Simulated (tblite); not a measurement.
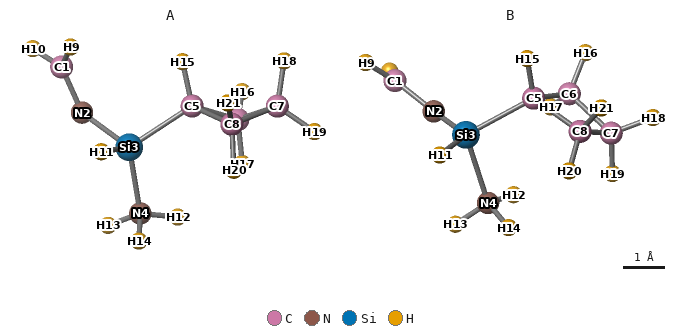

Two geometries of C$_{5}$H$_{13}$N$_{2}$Si (charge +1), drawn at one scale. One is the start of a relaxation, the other its converged end. The picture is a ball-and-stick view, seen at a tilt.

Level of theory: GFN2-xTB geometry optimisation, gas phase (tblite). 

**Which geometry has the lower energy?**

Structure B is the relaxed one. The largest moves after the best rigid fit, 1.68 Å, are those of H17 and H19. Largest moves by element: H 1.68 Å, C 0.76 Å, Si 0.52 Å, N 0.43 Å. Some distances before and after: Si3–N4 1.773 → 1.927 Å, N2–Si3 1.797 → 1.700 Å, Si3–C5 1.841 → 1.889 Å, N4–H14 1.061 → 1.018 Å. Bond angles that change, for instance: C1–N2–Si3 119.3° → 140.5°, N2–Si3–H11 106.0° → 126.4°, N2–Si3–N4 107.1° → 94.4°. Groups turn about C7–C8 by about 40°, C5–C8 by about 40°, C6–C7 by about 40°. Over 164 geometry steps the energy falls by 1.155 eV. The run took 3.5 s on 1 thread of AMD EPYC 7571 (shared host).
